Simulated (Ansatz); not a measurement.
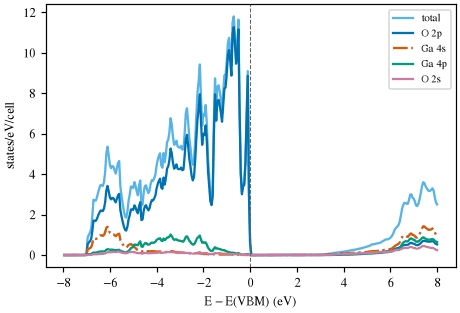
Fig. 1. Total and projected density of states of Ga2O3 in space group C2/m (No. 12; Pearson symbol mS20), r²SCAN (plane waves, PAW; program Ansatz)

**Question.** Which orbitals carry the states next to the gap?

**Answer.** Top 1 eV of the valence band: O 2p 96 %. Bottom 1 eV of the conduction band: Ga 4s 50 %, O 2s 29 %, O 2p 11 %, Ga 4p 8 %. Projections are on Löwdin-orthogonalised atomic valence shells; empty p or d shells of many metals are not among them.

**Question.** Where is the tallest occupied peak in this window, and what makes it?

**Answer.** Near -0.7 eV, about 12 states/eV per cell; the largest projected share is O 2p.

Symmetry was held in the r²SCAN relaxation. Scalar-relativistic: spin–orbit coupling is off unless named, which matters more the heavier the elements.

Potentials: the later of the program's two PAW sets.
